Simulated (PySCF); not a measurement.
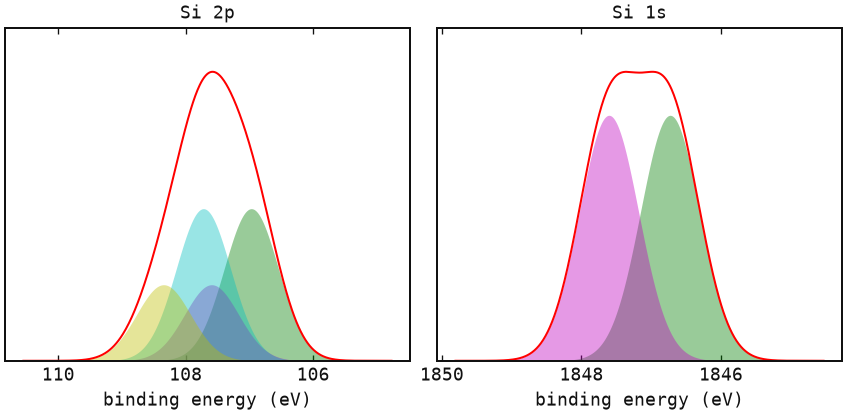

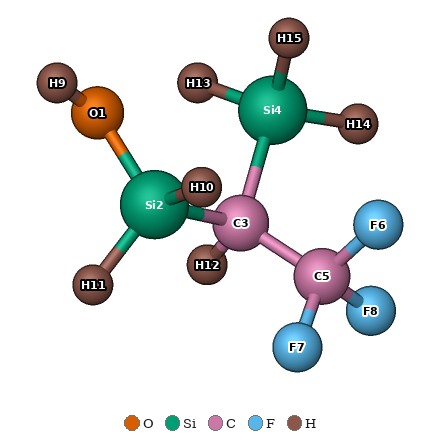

Simulated XPS of C₂H₇F₃OSi₂, SMILES O[SiH2][C@@H]([SiH3])C(F)(F)F. Vertical core-electron binding energies by ΔSCF (SCAN, pcX-2 on the ionised atom, pcseg-1 elsewhere, spin-free X2C; PySCF 2.14.0, at a PBE0-D3(BJ)/def2-SVP geometry (no frequency check)), gas phase, against the vacuum level. One atom of each kind was ionised; within a panel, areas follow the number of like atoms and 2j + 1 (2p levels are split by first-order spin-orbit coupling, an approximation), each panel is scaled alone, Gaussians of 1.0 eV full width. Only the regions named are shown. Lines closer than the width merge in the curve. The order of lines from different atoms under 0.3 eV apart is within the error of the method.

Q: Assign the components.

A:
```
   level  atoms  binding energy (eV)
Si 2p1/2    Si2                108.3
Si 2p3/2    Si2                107.7
Si 2p1/2    Si4                107.6
Si 2p3/2    Si4                107.0
   Si 1s    Si2               1847.6
   Si 1s    Si4               1846.7
```

Q: How large is the chemical shift across the Si 2p region?

A: 0.8 eV, from Si4 at 107.0 eV to Si2 at 107.7 eV.

Note: one conformer of a flexible molecule.
